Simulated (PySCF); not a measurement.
## C2H2AlCl: geometry relaxation (part 1 of 2)

System: C2H2AlCl.
Method: HF/3-21G, RHF, sfX2C (PySCF 2.14.0).

The geometry: force field. Figures and captions count atoms from 1; the log counts them from 0 in places.

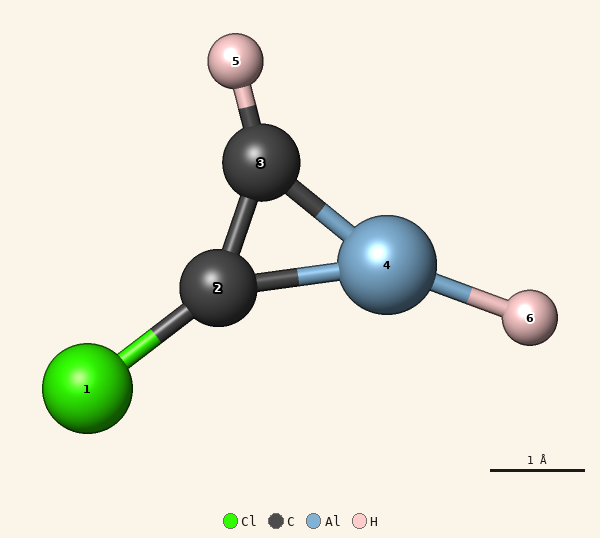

**Figure 1.** The input geometry (ball-and-stick view, seen on its broad side; atoms are numbered from 1 in the order of the input). Sticks mark near contacts. Bond lengths as drawn: Al–C 1.74 to 1.83 Å, Al–H 1.64 Å, C–C 1.41 Å, C–Cl 1.77 Å and C–H 1.12 Å.

Input (run.py)
```python
from pyscf import gto
from pyscf.geomopt.geometric_solver import kernel as optimise

mol = gto.Mole()
mol.atom = [
    ('Cl', (-1.017000, -2.416200, 0.044100)),
    ('C', (-0.266600, -0.815300, 0.027000)),
    ('C', (0.931400, -0.077500, 0.165800)),
    ('Al', (-0.391200, 0.993800, -0.185100)),
    ('H', (2.032400, -0.113400, 0.357800)),
    ('H', (-1.246900, 2.364600, -0.455800)),
]
mol.verbose = 3
mol.max_memory = 1860
mol.basis = '3-21g'
mol.charge = 0
mol.build()

mf = mol.RHF()
mf = mf.sfx2c1e()
converged, mol_eq = optimise(mf, maxsteps=100)
print('converged:', converged)
print(mol_eq.tostring())

mf.reset(mol_eq)
mol = mol_eq
mf.kernel()
e_final = mf.e_tot
print('Final energy', e_final)
```

Run as:
```bash
OMP_NUM_THREADS=1 python run.py
```

The program's output
```
#|     Arguments passed to driver run_optimizer():      |#
customengine              <pyscf.geomopt.geometric_solver.PySCFEngine object>
maxiter                   100
----------------------------------------------------------
Custom engine selected.
Bonds will be generated from interatomic distances less than 1.20 times sum of covalent radii
18 internal coordinates being used (instead of 18 Cartesians)
Internal coordinate system (atoms numbered from 1):
Distance 1-2
Distance 2-3
Distance 2-4
Distance 3-4
Distance 3-5
Distance 4-6
Angle 1-2-4
Angle 3-2-4
Angle 2-3-5
Angle 4-3-5
Angle 2-4-6
Angle 3-4-6
Out-of-Plane 2-3-1-4
Out-of-Plane 3-2-4-5
Out-of-Plane 4-2-3-6
Dihedral 1-2-3-4
Dihedral 1-2-3-5
Dihedral 4-2-3-5
Dihedral 1-2-4-3
Dihedral 1-2-4-6
Dihedral 3-2-4-6
Dihedral 2-3-4-6
Dihedral 5-3-4-2
Dihedral 5-3-4-6
Translation-X 1-6
Translation-Y 1-6
Translation-Z 1-6
Rotation-A 1-6
Rotation-B 1-6
Rotation-C 1-6
<class 'geometric.internal.Distance'> : 6
<class 'geometric.internal.Angle'> : 6
<class 'geometric.internal.OutOfPlane'> : 3
<class 'geometric.internal.Dihedral'> : 9
<class 'geometric.internal.TranslationX'> : 1
<class 'geometric.internal.TranslationY'> : 1
<class 'geometric.internal.TranslationZ'> : 1
<class 'geometric.internal.RotationA'> : 1
<class 'geometric.internal.RotationB'> : 1
<class 'geometric.internal.RotationC'> : 1
> ===== Optimization Info: ====
> Job type: Energy minimization
> Maximum number of optimization cycles: 100
> Initial / maximum trust radius (Angstrom): 0.100 / 0.300
> Convergence Criteria:
> Will converge when all 5 criteria are reached:
>  |Delta-E| < 1.00e-06
>  RMS-Grad  < 3.00e-04
>  Max-Grad  < 4.50e-04
>  RMS-Disp  < 1.20e-03
>  Max-Disp  < 1.80e-03
> === End Optimization Info ===

Geometry optimization cycle 1
Cartesian coordinates (Angstrom)
 Atom        New coordinates             dX        dY        dZ
  Cl  -1.017000  -2.416200   0.044100    0.000000  0.000000  0.000000
   C  -0.266600  -0.815300   0.027000    0.000000  0.000000 -0.000000
   C   0.931400  -0.077500   0.165800    0.000000  0.000000  0.000000
  Al  -0.391200   0.993800  -0.185100    0.000000 -0.000000  0.000000
   H   2.032400  -0.113400   0.357800    0.000000  0.000000  0.000000
   H  -1.246900   2.364600  -0.455800    0.000000  0.000000  0.000000

WARN: Mole.unit (angstrom) is changed to Bohr

converged SCF energy = -775.814853961206
--------------- sfX2C1eRHF_Scanner gradients ---------------
         x                y                z
0 Cl    -0.0121295916     0.0188928407    -0.0042913057
1 C    -0.0326107743    -0.0318030671    -0.0019789398
2 C    -0.0653683737     0.0645743785    -0.0173907319
3 Al     0.0880539194    -0.0908281541     0.0236887093
4 H     0.0326858362     0.0254678007     0.0026002209
5 H    -0.0106310160     0.0136962012    -0.0026279529
----------------------------------------------
cycle 1: E = -775.814853961  dE = -775.815  norm(grad) = 0.173038
Step    0 : Gradient = 7.064e-02/1.287e-01 (rms/max) Energy = -775.8148539612
Hessian Eigenvalues: 2.31934e-02 2.34522e-02 2.71328e-02 ... 3.03737e-01 3.17478e-01 4.14132e-01

Geometry optimization cycle 2
Cartesian coordinates (Angstrom)
 Atom        New coordinates             dX        dY        dZ
  Cl  -0.866446  -2.445215   0.073728    0.150554 -0.029015  0.029628
   C  -0.291126  -0.764207   0.017166   -0.024526  0.051093 -0.009834
   C   0.907789  -0.105595   0.164028   -0.023611 -0.028095 -0.001772
  Al  -0.431335   1.061691  -0.198263   -0.040135  0.067891 -0.013163
   H   1.975132  -0.243765   0.360617   -0.057268 -0.130365  0.002817
   H  -1.251915   2.433090  -0.463477   -0.005015  0.068490 -0.007677
converged SCF energy = -775.840782028008
--------------- sfX2C1eRHF_Scanner gradients ---------------
         x                y                z
0 Cl    -0.0058638645     0.0145345580    -0.0027037950
1 C    -0.0203214620    -0.0137592752    -0.0016593240
2 C    -0.0325344414     0.0224583677    -0.0072893895
3 Al     0.0460864191    -0.0525387028     0.0122979331
4 H     0.0208236324     0.0184240661     0.0013443804
5 H    -0.0081902836     0.0108809862    -0.0019898050
----------------------------------------------
cycle 2: E = -775.840782028  dE = -0.0259281  norm(grad) = 0.0920533
Step    1 : Displace = 1.004e-01/1.562e-01 (rms/max) Trust = 1.000e-01 (=) Grad = 3.758e-02/7.096e-02 (rms/max) E (change) = -775.8407820280 (-2.593e-02) Quality = 0.980
Hessian Eigenvalues: 2.31934e-02 2.34522e-02 2.71313e-02 ... 3.15427e-01 3.53221e-01 4.01302e-01

Geometry optimization cycle 3
Cartesian coordinates (Angstrom)
 Atom        New coordinates             dX        dY        dZ
  Cl  -0.651432  -2.477107   0.119558    0.215014 -0.031892  0.045830
   C  -0.311213  -0.701905  -0.000283   -0.020087  0.062301 -0.017450
   C   0.867323  -0.107240   0.154120   -0.040467 -0.001645 -0.009907
  Al  -0.481682   1.159243  -0.217731   -0.050348  0.097552 -0.019468
   H   1.853758  -0.435605   0.362164   -0.121374 -0.191841  0.001546
   H  -1.234653   2.498614  -0.464027    0.017262  0.065524 -0.000551
converged SCF energy = -775.854701233113
--------------- sfX2C1eRHF_Scanner gradients ---------------
         x                y                z
0 Cl     0.0019960393     0.0061858233    -0.0001541721
1 C     0.0123985294     0.0065004537     0.0014413581
2 C    -0.0188889393    -0.0152988401    -0.0011925763
3 Al     0.0076913236    -0.0024343271     0.0008874985
4 H    -0.0042057910     0.0084275373    -0.0018600321
5 H     0.0010088380    -0.0033806470     0.0008779239
----------------------------------------------
cycle 3: E = -775.854701233  dE = -0.0139192  norm(grad) = 0.0316837
Step    2 : Displace = 1.439e-01/2.264e-01 (rms/max) Trust = 1.414e-01 (+) Grad = 1.293e-02/2.434e-02 (rms/max) E (change) = -775.8547012331 (-1.392e-02) Quality = 1.044
Hessian Eigenvalues: 2.31881e-02 2.34519e-02 2.71449e-02 ... 3.19393e-01 3.41018e-01 4.76027e-01

Geometry optimization cycle 4
Cartesian coordinates (Angstrom)
 Atom        New coordinates             dX        dY        dZ
  Cl  -0.644554  -2.489417   0.121619    0.006878 -0.012310  0.002061
   C  -0.310771  -0.697857  -0.000025    0.000443  0.004049  0.000258
   C   0.884636  -0.092407   0.155052    0.017313  0.014833  0.000931
  Al  -0.494361   1.170298  -0.220281   -0.012678  0.011055 -0.002549
   H   1.861432  -0.472537   0.367241    0.007674 -0.036932  0.005077
   H  -1.254283   2.517918  -0.469806   -0.019630  0.019305 -0.005778
converged SCF energy = -775.855910899386
--------------- sfX2C1eRHF_Scanner gradients ---------------
         x                y                z
0 Cl     0.0006527954     0.0001675528     0.0001674520
1 C    -0.0034815731    -0.0018040539    -0.0004844745
2 C     0.0000879472    -0.0023651366     0.0007137461
3 Al     0.0028852656     0.0020554525    -0.0003927316
4 H     0.0005439740     0.0023362460    -0.0002864357
5 H    -0.0006884091    -0.0003900608     0.0002824437
----------------------------------------------
cycle 4: E = -775.855910899  dE = -0.00120967  norm(grad) = 0.00643814
Step    3 : Displace = 2.333e-02/3.874e-02 (rms/max) Trust = 2.000e-01 (+) Grad = 2.628e-03/3.951e-03 (rms/max) E (change) = -775.8559108994 (-1.210e-03) Quality = 1.102
Hessian Eigenvalues: 2.31251e-02 2.34532e-02 2.71348e-02 ... 3.19170e-01 3.46322e-01 5.30255e-01

Geometry optimization cycle 5
Cartesian coordinates (Angstrom)
 Atom        New coordinates             dX        dY        dZ
  Cl  -0.641390  -2.487879   0.121264    0.003164  0.001537 -0.000355
   C  -0.304469  -0.694267   0.001739    0.006302  0.003590  0.001764
   C   0.888492  -0.086336   0.155136    0.003856  0.006070  0.000084
  Al  -0.501076   1.170596  -0.220198   -0.006716  0.000298  0.000083
   H   1.858515  -0.486402   0.367523   -0.002917 -0.013865  0.000282
   H  -1.257971   2.520288  -0.471664   -0.003688  0.002370 -0.001858
converged SCF energy = -775.85602349038
--------------- sfX2C1eRHF_Scanner gradients ---------------
         x                y                z
0 Cl     0.0001188552    -0.0008476475     0.0001326737
1 C    -0.0007117964    -0.0010453503     0.0000226448
2 C    -0.0005373393    -0.0003746977     0.0002916239
3 Al     0.0016031458     0.0021595908    -0.0005602746
4 H     0.0002577132     0.0002708659    -0.0000928052
5 H    -0.0007305785    -0.0001627613     0.0002061374
----------------------------------------------
cycle 5: E = -775.85602349  dE = -0.000112591  norm(grad) = 0.00334115
Step    4 : Displace = 8.044e-03/1.441e-02 (rms/max) Trust = 2.828e-01 (+) Grad = 1.364e-03/2.747e-03 (rms/max) E (change) = -775.8560234904 (-1.126e-04) Quality = 1.286
Hessian Eigenvalues: 2.23056e-02 2.34638e-02 2.69820e-02 ... 3.20585e-01 3.51247e-01 5.27897e-01

Geometry optimization cycle 6
Cartesian coordinates (Angstrom)
 Atom        New coordinates             dX        dY        dZ
  Cl  -0.641685  -2.484323   0.119853   -0.000294  0.003557 -0.001411
   C  -0.301545  -0.692312   0.003238    0.002924  0.001954  0.001499
   C   0.890901  -0.083008   0.155651    0.002409  0.003328  0.000515
  Al  -0.507780   1.166186  -0.219108   -0.006704 -0.004410  0.001090
   H   1.858671  -0.489815   0.366875    0.000156 -0.003413 -0.000648
   H  -1.256463   2.519272  -0.472709    0.001509 -0.001016 -0.001045
converged SCF energy = -775.856063568587
--------------- sfX2C1eRHF_Scanner gradients ---------------
         x                y                z
0 Cl    -0.0000103096    -0.0006650100     0.0000595396
1 C    -0.0003550806     0.0001776388     0.0000048849
2 C    -0.0000486961     0.0004315187     0.0002674200
3 Al     0.0007925937     0.0006893289    -0.0004582691
4 H     0.0000725940    -0.0003772738    -0.0000693817
5 H    -0.0004511014    -0.0002562025     0.0001958064
----------------------------------------------
cycle 6: E = -775.856063569  dE = -4.00782e-05  norm(grad) = 0.00162386
Step    5 : Displace = 4.621e-03/7.920e-03 (rms/max) Trust = 3.000e-01 (+) Grad = 6.629e-04/1.146e-03 (rms/max) E (change) = -775.8560635686 (-4.008e-05) Quality = 1.306
Hessian Eigenvalues: 1.98322e-02 2.34410e-02 2.68666e-02 ... 3.19982e-01 3.50359e-01 5.27110e-01

Geometry optimization cycle 7
Cartesian coordinates (Angstrom)
 Atom        New coordinates             dX        dY        dZ
  Cl  -0.642642  -2.483228   0.118682   -0.000957  0.001094 -0.001170
   C  -0.300241  -0.693415   0.004561    0.001303 -0.001102  0.001324
   C   0.890975  -0.082001   0.155979    0.000074  0.001007  0.000328
  Al  -0.512878   1.162053  -0.217831   -0.005098 -0.004133  0.001276
   H   1.859388  -0.487500   0.365828    0.000717  0.002315 -0.001048
   H  -1.252502   2.520091  -0.473419    0.003961  0.000819 -0.000710
converged SCF energy = -775.856077388783
--------------- sfX2C1eRHF_Scanner gradients ---------------
         x                y                z
0 Cl    -0.0000729077    -0.0001486055    -0.0000244937
1 C     0.0000728001     0.0003655870     0.0000792695
2 C    -0.0000842567     0.0004210492     0.0002469724
3 Al     0.0004411628    -0.0002483470    -0.0003288759
4 H    -0.0000799774    -0.0003163782    -0.0001165337
5 H    -0.0002768210    -0.0000733055     0.0001436615
----------------------------------------------
cycle 7: E = -775.856077389  dE = -1.38202e-05  norm(grad) = 0.00100289
Step    6 : Displace = 3.600e-03/6.632e-03 (rms/max) Trust = 3.000e-01 (=) Grad = 4.094e-04/6.037e-04 (rms/max) E (change) = -775.8560773888 (-1.382e-05) Quality = 1.301
Hessian Eigenvalues: 1.64274e-02 2.34616e-02 2.70094e-02 ... 3.22104e-01 3.49474e-01 5.28841e-01
```
